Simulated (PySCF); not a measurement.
## A study: C$_{5}$H$_{2}$ClFO$_{2}$, SMILES `O=C(F)c1occc1Cl`

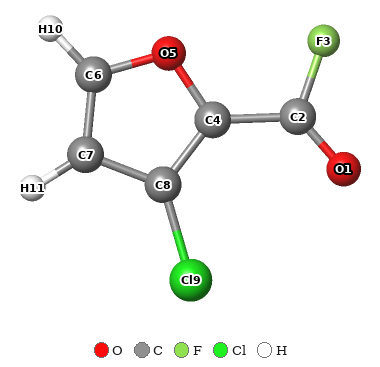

The molecule, with its atoms numbered as below. No frequency check shows the geometry to be a minimum.

Cartesian coordinates (Å):

```
O1      -1.5459    1.7230    0.0000
C2      -1.5162    0.5381    0.0000
F3      -2.6791   -0.1722    0.0000
C4      -0.3690   -0.3402    0.0000
O5      -0.5138   -1.6854    0.0000
C6       0.7009   -2.2215    0.0000
C7       1.6738   -1.2622    0.0000
C8       0.9855   -0.0294    0.0000
Cl9      1.6612    1.5196    0.0000
H10      0.7654   -3.2926    0.0000
H11      2.7340   -1.4017    0.0000
```

Part 1: Bonding charge

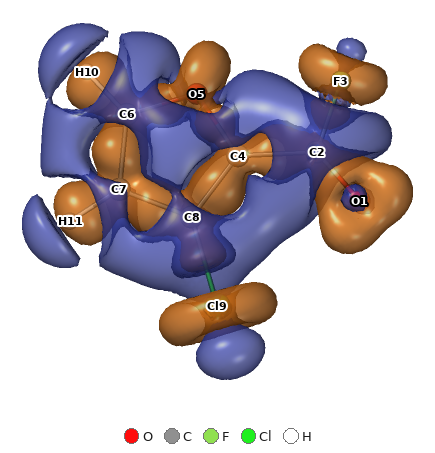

Deformation density (molecule less spherical, spin-averaged free atoms at the same positions), surfaces at ±0.04 e/Å³; orange: gain, blue: loss.

Method: HF/def2-SVP; geometry: GFN2-xTB; program: PySCF.

How much density has each bond gained at its critical point, relative to the free atoms?

Answer. The five largest and four smallest: O1–C2: +0.86 e/Å³ at the bond critical point (bond length 1.19 Å, Mayer order 2.1). C6–H10: +0.81 e/Å³ at the bond critical point (bond length 1.07 Å, Mayer order 1.0). C6–C7: +0.78 e/Å³ at the bond critical point (bond length 1.37 Å, Mayer order 1.6). C4–C8: +0.75 e/Å³ at the bond critical point (bond length 1.39 Å, Mayer order 1.6). C2–C4: +0.75 e/Å³ at the bond critical point (bond length 1.45 Å, Mayer order 1.0). C8–Cl9: +0.30 e/Å³ at the bond critical point (bond length 1.69 Å, Mayer order 1.0). O5–C6: +0.25 e/Å³ at the bond critical point (bond length 1.33 Å, Mayer order 1.1). C4–O5: +0.20 e/Å³ at the bond critical point (bond length 1.35 Å, Mayer order 1.0). C2–F3: +0.07 e/Å³ at the bond critical point (bond length 1.36 Å, Mayer order 1.0); up to 0.6 Å beside the axis the gain reaches +0.30 e/Å³. In all, 3.1 electrons gather in the regions of gain relative to the promolecule. A small or negative value marks a very polar bond, one between electron-rich atoms, whose free-atom densities already overlap strongly, a long bond to a heavier atom, or a closed-shell contact such as a hydrogen bond.

Where do the Hirshfeld charges lie?

Answer. The highest Hirshfeld charge is on C2 (+0.28 e), the lowest on O1 (−0.28 e).

```tsv
atom	charge (e)
O1	−0.28
C2	+0.28
F3	−0.13
C4	+0.02
O5	−0.09
C6	+0.08
C7	−0.10
C8	+0.01
Cl9	+0.03
H10	+0.09
H11	+0.07
```

Part 2: Bond critical points

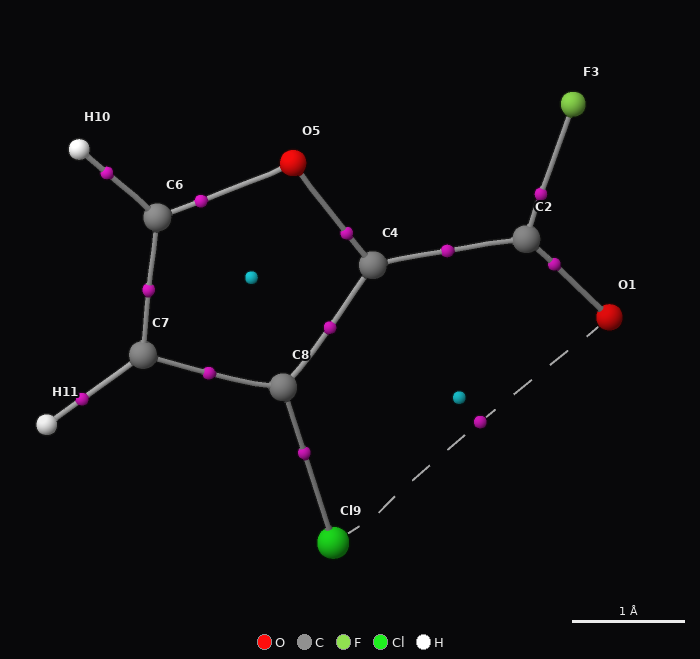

Molecular graph of the electron density (QTAIM): bond paths, bond critical points (magenta), ring points (cyan, if any); weak paths are dashed.

How many critical points of each kind are there, and does the count close?

Answer. 11 nuclei, 12 bond, 2 ring and 0 cage critical points: 11 − 12 + 2 − 0 = 1, as the Poincaré–Hopf relation requires.

What does the calculation give at each kind of bond critical point?

Answer.
| bond | length (Å) | ρ (a.u.) | ∇²ρ (a.u.) | ε | H (a.u.) |
| --- | --- | --- | --- | --- | --- |
| O1–C2 | 1.185 | 0.445 | +0.39 | 0.17 | −0.804 |
| C6–C7 | 1.366 | 0.335 | −0.96 | 0.41 | −0.359 |
| C4–C8 | 1.390 | 0.321 | −0.87 | 0.45 | −0.323 |
| C7–C8 | 1.412 | 0.307 | −0.86 | 0.22 | −0.304 |
| C2–C4 | 1.445 | 0.302 | −0.92 | 0.23 | −0.291 |
| C6–H10 | 1.073 | 0.302 | −1.31 | 0.05 | −0.353 |
| O5–C6 | 1.328 | 0.300 | +0.25 | 0.02 | −0.473 |
| C7–H11 | 1.069 | 0.294 | −1.21 | 0.03 | −0.337 |
| C4–O5 | 1.353 | 0.284 | +0.16 | 0.22 | −0.440 |
| C2–F3 | 1.363 | 0.250 | −0.06 | 0.20 | −0.359 |
| C8–Cl9 | 1.690 | 0.226 | −0.45 | 0.03 | −0.179 |
| O1–Cl9 | 3.214 | 0.009 | +0.03 | 0.28 | 0.000 |

What kind of interaction is O1–Cl9?

Answer. On the border between closed-shell and intermediate: ρ = 0.009, ∇²ρ = +0.03, H = 0.000 a.u.

Are there bond paths between atoms that aren't covalently bonded?

Answer. Yes: O1–Cl9 (3.21 Å, ρ = 0.009).

Part 3: Local ionisation energy

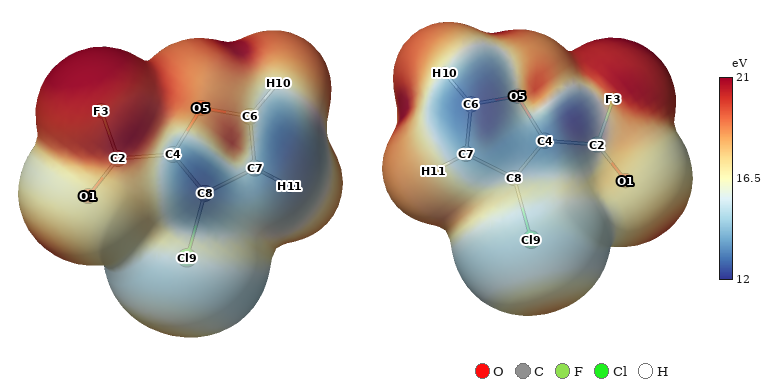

Average local ionisation energy on the surface of electron density 0.001 a.u. (back view left, front view right).

Where are the most loosely bound electrons on this surface?

Answer. The lowest value is 12.5 eV, off the molecular plane, over C4 (2.1 Å), and at like points elsewhere. Further minima include 12.6 eV, off the C6–C7 bond (2.1 to 2.2 Å from its atoms), and at like points elsewhere; 14.8 eV, off the molecular plane, over Cl9 (2.0 Å), and at like points elsewhere. For comparison, the highest occupied orbital lies at −9.9 eV.

What volume does the surface enclose, and what is the dipole moment?

Answer. About 140 Å³; the dipole moment is 5.2 D.

Part 4: Removing or adding an electron

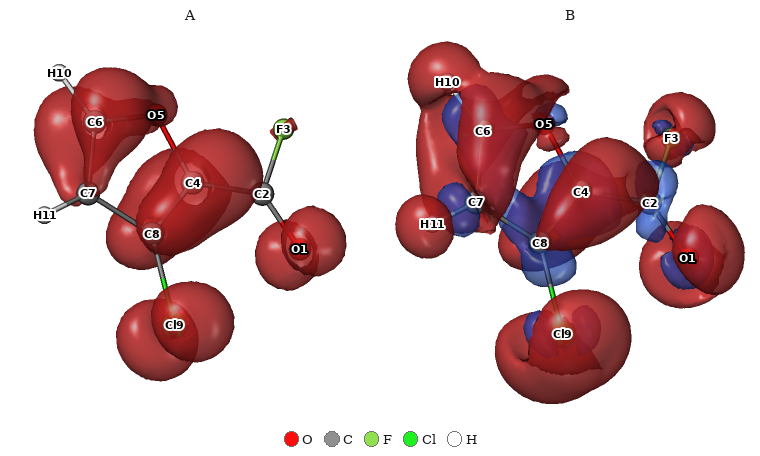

The Fukui function f⁻ from two separate SCF calculations and the density of the HOMO, at ±0.015 e/Å³ (red positive, blue negative).

PySCF calculation, TPSS/def2-SVP, gas phase; geometry: GFN2-xTB.

Which panel is which, and how good is the frozen-orbital picture?

Answer. B is f⁻ (it has negative regions), A the HOMO density. The HOMO lies on C4 (29 %), C6 (17 %) and Cl9 (16 %); f⁻ (Hirshfeld-condensed) is largest on Cl9 (0.20), C4 (0.15) and C6 (0.13); the vertical ionisation energy is 9.36 eV (the stability of the cation's solution wasn't checked). Relaxation shifts 23 % of the electron between atoms. The orbital energy is −6.51 eV.

Part 5: The π system

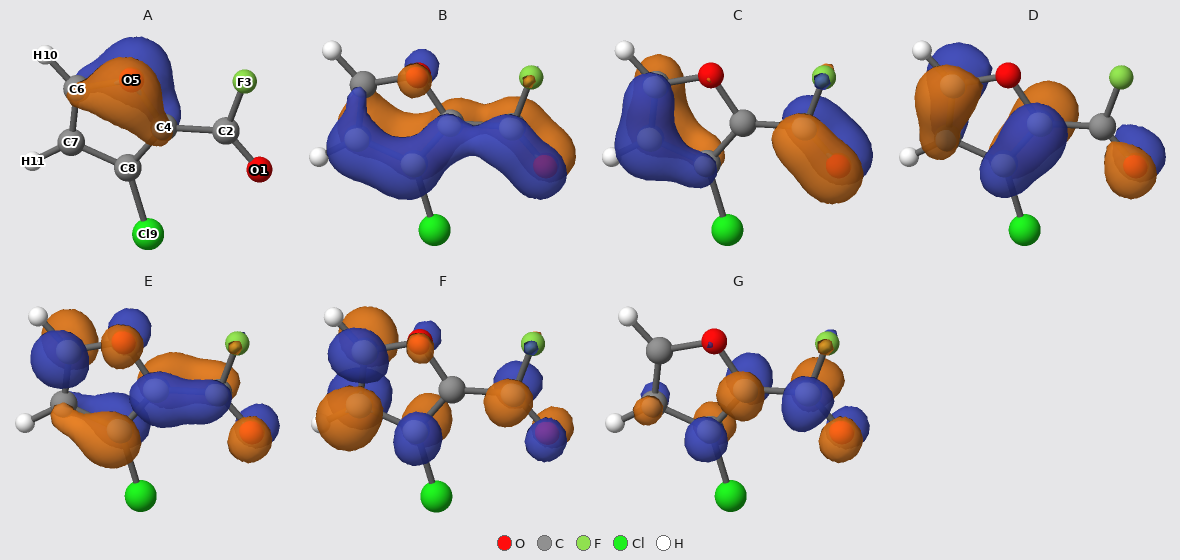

Natural orbitals of the π active space, CASSCF(8,7), singlet state, in order of falling occupation.

Method: def2-SVP basis; geometry: GFN2-xTB; program: PySCF.

What are the natural occupation numbers?

Answer. A 1.99, B 1.95, C 1.94, D 1.90, E 0.11, F 0.06, G 0.05.

How multiconfigurational is the state?

Answer. The leading determinant weighs 0.90; the effective number of unpaired electrons, Σ n²(2−n)², is 0.12; the most occupied of the weakly occupied orbitals holds 0.11 e, as in an ordinary closed-shell π system. The active space lowers the energy by 2.22 eV against Hartree–Fock.

Where does the lowest triplet lie relative to the singlet, at this geometry and within this active space?

Answer. 3.86 eV above it by strongly contracted NEVPT2 (+3.50 eV by CASSCF); a small basis tends to put such gaps a few tenths of an eV too high. This is a vertical energy for π states alone; a state that uses lone pairs or σ orbitals may lie lower.

The PySCF runs shown took 7.1 s, 6.1 min and 4.2 min on 1 thread of Intel(R) Xeon(R) Processor @ 2.50GHz (Skylake/Cascade Lake) (shared host).
